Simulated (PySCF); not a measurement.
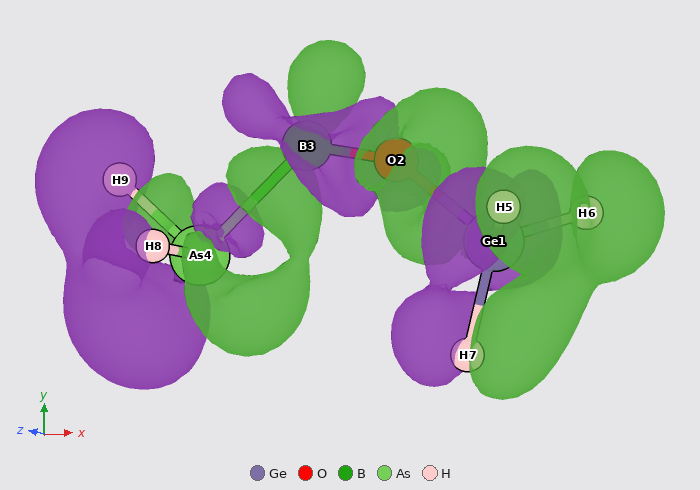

Figure. AsBGeH$_{5}$O, doublet, SMILES `[GeH3][O][B][AsH2]`. Change of the electron density in a uniform field of 0.51 V/Å, surfaces at ±0.004 e/Å³ (purple: gain, green: loss).

Method: r2SCAN/def2-SVPD; geometry: GFN2-xTB; program: PySCF. No frequency check shows the geometry to be a minimum. The stability of the open-shell solution wasn't checked. GFN2-xTB bond lengths at metals and heavier atoms can be off by up to 0.1 Å and shapes distorted, which carries into these values. GFN2-xTB doesn't know the spin state, so this open-shell geometry is rough.

The field was applied in both directions; the picture shows the one opposite to the script's first.

Q: Along which Cartesian direction does the field point?

A: Along +x: electrons gather on the −x side, against the field.

Q: How large is the response?

A: The induced dipole is 2.90 D (along the field); α along this axis, from the fields in both directions, is 124 bohr³ (18.3 Å³). The response isn't linear: the two directions induce 3.39 and 2.90 D.
